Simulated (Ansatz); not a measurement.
Ge2H6O···HBr

The calculation's input:

```
crystal:
  periodic: [false, false, false]
  atoms:
    - { symbol: Ge, position_ang: [-0.036941, 0.165171, -0.00917] }
    - { symbol: H, position_ang: [0.014151, 0.187801, 1.538236] }
    - { symbol: Ge, position_ang: [2.235911, 0.113423, -0.968164] }
    - { symbol: H, position_ang: [2.657218, -1.321027, -1.299041] }
    - { symbol: H, position_ang: [2.268591, 0.954876, -2.251641] }
    - { symbol: H, position_ang: [3.233512, 0.714837, 0.033402] }
    - { symbol: H, position_ang: [-0.811333, 1.4001, -0.480013] }
    - { symbol: O, position_ang: [-1.033162, -1.202098, -0.528653] }
    - { symbol: H, position_ang: [-0.803786, -2.053583, -0.187407] }
    - { symbol: Br, position_ang: [1.242194, -2.629971, 1.885483] }
    - { symbol: H, position_ang: [0.635545, -1.361229, 2.374369] }
basis:
  gaussian: { orbitals: def2-SVP }
hamiltonian:
  xc: hf
relax:
  f_tol: 0.03
  max_steps: 50
output:
  orbitals: {}
```

Launched as:

```sh
ansatz run input.yaml --threads 4 --pin off --max-ram 5120MiB --backend cpu --events-out ev --progress --plain --runs-dir out
```

The fields are those of the run's last geometry, not of the input's.

Theory: RHF/def2-SVP (Ansatz).

**Predict the electron density and electron localisation function between the atoms.**

Ge–O (1.77 Å): the density is about 0.95 e/Å³ at the midpoint; the ELF peaks at about 0.85 in the valence shell of O, 0.6 Å from its nucleus, and is about 0.30 at the midpoint.
Ge–Ge (2.46 Å): ρ at the midpoint is about 0.59 e/Å³; the ELF peaks at about 0.90 between the atoms, as expected for a shared electron pair.
Ge–H (1.54 Å): ρ at the midpoint is about 1 e/Å³; the ELF climbs to about 1 towards the hydrogen.

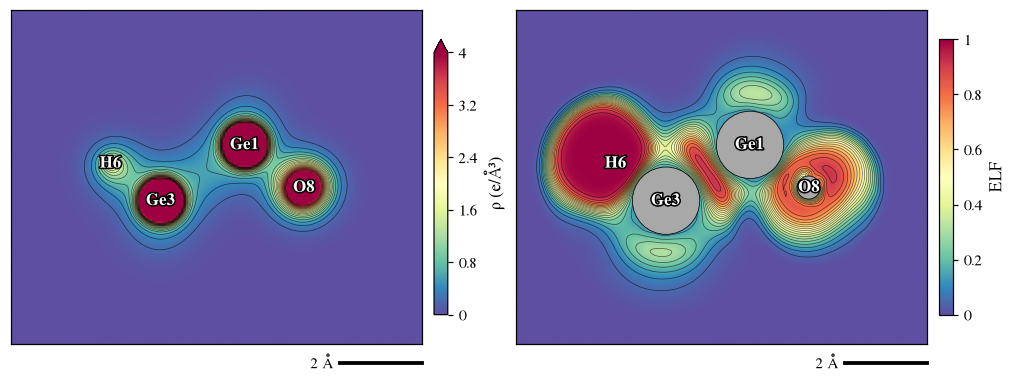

Computed electron density and electron localisation function on the plane of atoms Ge1, Ge3 and H6, in this order. Grey discs cover the atomic cores in the ELF map. 
